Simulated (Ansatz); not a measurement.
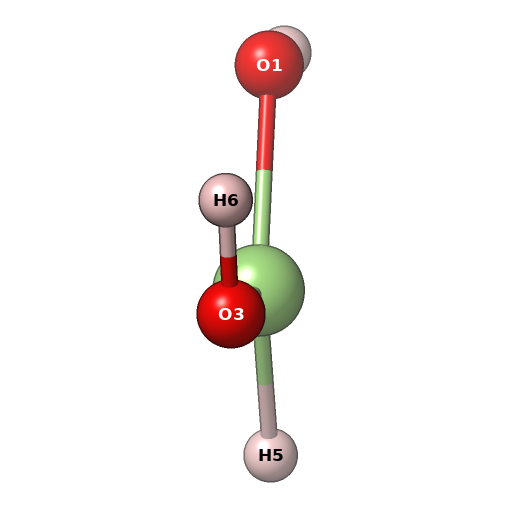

Ga2 lies behind O3. The molecule seen nearly along the O3–Ga2 bond, O3 in front. Distant atoms are faded towards the background colour. The computed structure is the end point of a PBE-D4/def2-SVP optimisation. No frequency run is at hand to confirm it as a minimum.

### What is the torsion angle H6–O3–Ga2–O1? The sign is positive where the front bond must turn clockwise to cover the back bond.

0°, synperiplanar (eclipsed).
